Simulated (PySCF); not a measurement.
**One shape, several levels: Si2H6O (disilanol)**

Wanted: a comparison of 6 runs (BLYP/def2-SVPD, M06-2X/def2-SVPD, PBE/def2-SVPD, r2SCAN/def2-SVPD, revPBE/def2-SVPD, CCSD(T)/def2-SVPD) of Si2H6O (disilanol). 

Program for the calculation: PySCF 2.14.0.

1 further run of the same task is left out (set aside as unsound or not needed).

### Step 1. Starting point

Si2H6O: 9 atoms, total charge 0, spin state singlet. SMILES: `O[SiH2][SiH3]`. The shape is that of a PBE0-D4/def2-TZVP optimisation. This is one conformer, not always the lowest.

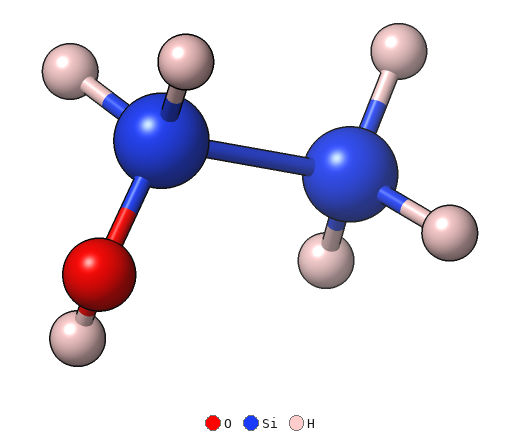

The structure, seen from a chosen angle (oxygen red, silicon blue, hydrogen pink).

### Step 2. The energy at BLYP/def2-SVPD (run 1)

job.py

```python
from pyscf import gto, dft

molecule = gto.M(
    atom='''
O       -1.609000       1.039900      -0.762000
Si       0.004800       0.933100      -0.415900
Si       0.544200      -1.038400       0.738600
H       -1.996600       0.341400      -1.290800
H        0.830600       0.994500      -1.657800
H        0.311400       2.125200       0.413000
H        2.012900      -1.104800       0.974500
H        0.146200      -2.228200      -0.066200
H       -0.156000      -1.109100       2.049500
''',
    basis='def2-svpd',
    max_memory=1860,
    verbose=3,
    charge=0,
)

ks = dft.RKS(molecule)
ks.xc = 'blyp'
ks.conv_tol = 1e-10
ks.grids.level = 5
ks.kernel()
if not ks.converged:
    ks = ks.newton().run(ks.mo_coeff, ks.mo_occ)

e_tot = ks.e_tot
print(f'total energy: {e_tot:.8f} hartree')
```

Command:

```bash
$ OMP_NUM_THREADS=1 python job.py
```

What it wrote:

```text
converged SCF energy = -657.571245203044
total energy: -657.57124520 hartree
```

It took 27 s on 1 thread of Intel Xeon at 2.70GHz, shared host; peak memory 0.66 GiB.

### Step 3. The energy at M06-2X/def2-SVPD (run 2)

input.py

```python
from pyscf import gto, dft

mol = gto.M(
    atom=[
    ('O', (-1.609000, 1.039900, -0.762000)),
    ('Si', (0.004800, 0.933100, -0.415900)),
    ('Si', (0.544200, -1.038400, 0.738600)),
    ('H', (-1.996600, 0.341400, -1.290800)),
    ('H', (0.830600, 0.994500, -1.657800)),
    ('H', (0.311400, 2.125200, 0.413000)),
    ('H', (2.012900, -1.104800, 0.974500)),
    ('H', (0.146200, -2.228200, -0.066200)),
    ('H', (-0.156000, -1.109100, 2.049500)),
],
    max_memory=1860,
    basis='def2-svpd',
    spin=0,
    verbose=3,
)

mf = dft.RKS(mol)
mf.xc = 'm06-2x'
mf.conv_tol = 1e-10
mf.grids.level = 5
mf.kernel()
if not mf.converged:
    mf = mf.newton().run(mf.mo_coeff, mf.mo_occ)

energy = mf.e_tot
print('Final energy', energy)
```

Command:

```bash
$ OMP_NUM_THREADS=1 python input.py
```

What it wrote:

```text
converged SCF energy = -657.532190674136
Final energy -657.532190674136
```

Wall time 43 s (1 thread of Intel Xeon at 2.70GHz, shared host); peak memory 0.69 GiB.

Runs 3 to 5 aren't shown in full; the table further down has their settings and results.

### Step 4. The energy at CCSD(T)/def2-SVPD (run 6)

input.py

```python
from pyscf import gto, scf, cc

system = gto.M(
    atom='''
O   -1.609000   1.039900  -0.762000
Si   0.004800   0.933100  -0.415900
Si   0.544200  -1.038400   0.738600
H   -1.996600   0.341400  -1.290800
H    0.830600   0.994500  -1.657800
H    0.311400   2.125200   0.413000
H    2.012900  -1.104800   0.974500
H    0.146200  -2.228200  -0.066200
H   -0.156000  -1.109100   2.049500
''',
    max_memory=1860,
    charge=0,
    verbose=3,
    basis='def2-svpd',
    spin=0,
)

hf = scf.RHF(system)
hf.conv_tol = 1e-10
hf.kernel()
if not hf.converged:
    hf = hf.newton().run(hf.mo_coeff, hf.mo_occ)

mycc = cc.CCSD(hf, frozen=11)
mycc.kernel()
e_t = mycc.ccsd_t()
etot = mycc.e_tot + e_t
print('E = %.10f Eh' % etot)
```

Command:

```bash
$ OMP_NUM_THREADS=1 python input.py
```

What it wrote:

```text
converged SCF energy = -656.017894728274
E(CCSD) = -656.4794115671909  E_corr = -0.4615168389165535
CCSD(T) correction = -0.0122285160649052
E = -656.4916400833 Eh
```

It took 49 s on 1 thread of Intel Xeon at 2.70GHz, shared host; peak memory 0.98 GiB.

### Step 5. Overview of the runs

| run | level | integration grid | frozen core orbitals | energy (Eh) | dipole moment (D) of the reference | HOMO energy (eV) | LUMO energy (eV) | wall time |
| --- | --- | --- | --- | --- | --- | --- | --- | --- |
| 1 | BLYP/def2-SVPD | 5 | – | -657.571245 | 1.13 | -6.57 | -1.22 | 27 s |
| 2 | M06-2X/def2-SVPD | 5 | – | -657.532191 | 1.19 | -8.99 | 0.15 | 43 s |
| 3 | PBE/def2-SVPD | 5 | – | -657.212844 | 1.13 | -6.68 | -1.33 | 25 s |
| 4 | r2SCAN/def2-SVPD | 5 | – | -657.513322 | 1.17 | -6.96 | -0.95 | 41 s |
| 5 | revPBE/def2-SVPD | 5 | – | -657.459227 | 1.12 | -6.65 | -1.25 | 27 s |
| 6 | CCSD(T)/def2-SVPD | – | 11 | -656.491640 | 1.29 | -10.75 | 2.10 | 49 s |

### Step 6. What came out

```
                                           quantity          value
                                run 6: total energy  -656.49164 Eh
        run 6: dipole moment (Hartree–Fock density)         1.29 D
         run 6: HOMO energy (Hartree–Fock orbitals)      -10.75 eV
         run 6: LUMO energy (Hartree–Fock orbitals)        2.10 eV
       run 6: HOMO–LUMO gap (Hartree–Fock orbitals)       12.85 eV
run 6: correlation energy (11 core orbitals frozen)     -473.7 mEh
                              run 6: (T) correction     -12.23 mEh
                               run 6: T1 diagnostic          0.014
```

What this shows: Over runs 1, 2, 3, 4, 5 the dipole moment (its size) runs from 1.12 D (revPBE/def2-SVPD) to 1.19 D (M06-2X/def2-SVPD). Over runs 1, 2, 3, 4, 5 the HOMO–LUMO gap runs from 5.35 eV (PBE/def2-SVPD) to 9.13 eV (M06-2X/def2-SVPD). Totals of different functionals can't be ranked against each other. All runs together took 3.5 min, the longest 49 s.
